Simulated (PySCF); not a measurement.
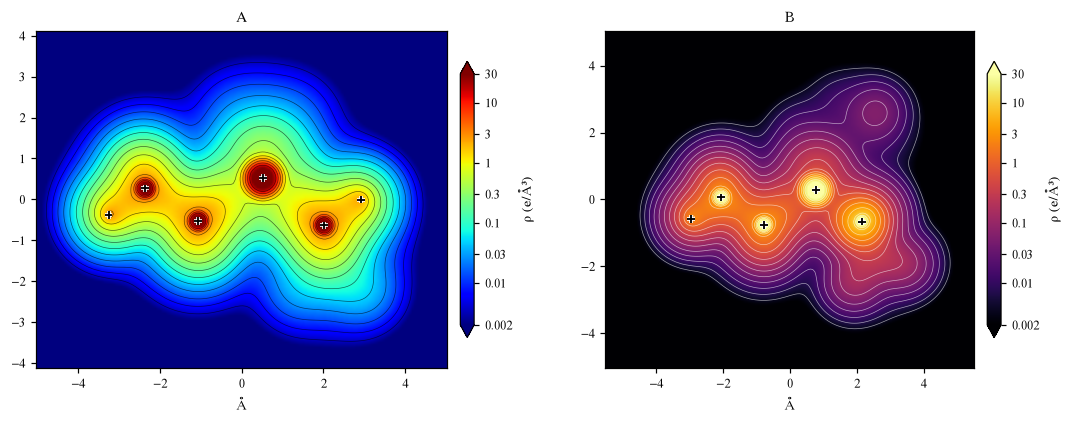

The total electron density of 2 systems, each on a plane through atoms (crosses mark nuclei in the plane).

Computed with PBE0/pcSseg-1, SCF density, gas phase, non-relativistic in PySCF.

System 1: C₆H₁₆O₂Si (SiEt2(OMe)2), the plane of atoms Si1, C2 and C3. Geometry: PBE0-D3(BJ)/def2-SVP.

```yaml
atoms:
  - { symbol: Si, position_ang: [-0.0147, -0.1034, 0.2290] }
  - { symbol: C, position_ang: [-0.0196, 0.3301, 2.0459] }
  - { symbol: C, position_ang: [0.5492, 1.7156, 2.3483] }
  - { symbol: H, position_ang: [0.5429, -0.4521, 2.5854] }
  - { symbol: H, position_ang: [-1.0606, 0.2595, 2.4062] }
  - { symbol: H, position_ang: [0.5154, 1.9490, 3.4241] }
  - { symbol: H, position_ang: [1.6009, 1.8015, 2.0304] }
  - { symbol: H, position_ang: [-0.0172, 2.4970, 1.8190] }
  - { symbol: C, position_ang: [1.6933, -0.0967, -0.5365] }
  - { symbol: C, position_ang: [1.8109, -0.7820, -1.8968] }
  - { symbol: H, position_ang: [2.3642, -0.5874, 0.1915] }
  - { symbol: H, position_ang: [2.0364, 0.9515, -0.5920] }
  - { symbol: H, position_ang: [2.8546, -0.8142, -2.2477] }
  - { symbol: H, position_ang: [1.4365, -1.8152, -1.8492] }
  - { symbol: H, position_ang: [1.2245, -0.2607, -2.6691] }
  - { symbol: O, position_ang: [-1.0463, 1.0157, -0.4623] }
  - { symbol: C, position_ang: [-1.2972, 1.1498, -1.8307] }
  - { symbol: H, position_ang: [-0.4679, 1.6628, -2.3523] }
  - { symbol: H, position_ang: [-2.2056, 1.7569, -1.9729] }
  - { symbol: H, position_ang: [-1.4593, 0.1755, -2.3270] }
  - { symbol: O, position_ang: [-0.6018, -1.6417, -0.0516] }
  - { symbol: C, position_ang: [-1.8698, -2.0845, 0.3405] }
  - { symbol: H, position_ang: [-1.9266, -2.2594, 1.4309] }
  - { symbol: H, position_ang: [-2.0884, -3.0391, -0.1635] }
  - { symbol: H, position_ang: [-2.6641, -1.3649, 0.0709] }
```

System 2: C₆H₁₆Si (SiEt2Me2), the plane of atoms Si1, C9 and C10. Geometry: PBE0-D3(BJ)/def2-SVP.

```xyz
23

Si   -0.3976   -0.1815   -0.0077
C    -0.3564   -0.1183    1.8830
C     0.3916    1.0689    2.4828
H     0.0861   -1.0670    2.2371
H    -1.4012   -0.1314    2.2426
H     0.3841    1.0497    3.5845
H     1.4473    1.0865    2.1678
H    -0.0529    2.0281    2.1723
C     1.3757   -0.2730   -0.6637
C     1.5022   -0.3743   -2.1814
H     1.8662   -1.1381   -0.1816
H     1.9200    0.6155   -0.2970
H     2.5537   -0.4158   -2.5079
H     1.0056   -1.2774   -2.5711
H     1.0407    0.4899   -2.6861
C    -1.2351    1.3658   -0.6864
H    -2.2554    1.4766   -0.2859
H    -1.3097    1.3284   -1.7848
H    -0.6679    2.2722   -0.4208
C    -1.3581   -1.7112   -0.5453
H    -0.8709   -2.6302   -0.1819
H    -1.4258   -1.7788   -1.6426
H    -2.3851   -1.6949   -0.1478
```

Which map belongs to which system?

Answer. Panel A is system 2, C₆H₁₆Si: the plane holds Si, C and H. C–C (1.53 Å): ρ is about 1.6 e/Å³ halfway. Panel B is system 1, C₆H₁₆O₂Si: the plane holds Si, C, H and O. C–C (1.53 Å): ρ is about 1.6 e/Å³ halfway.
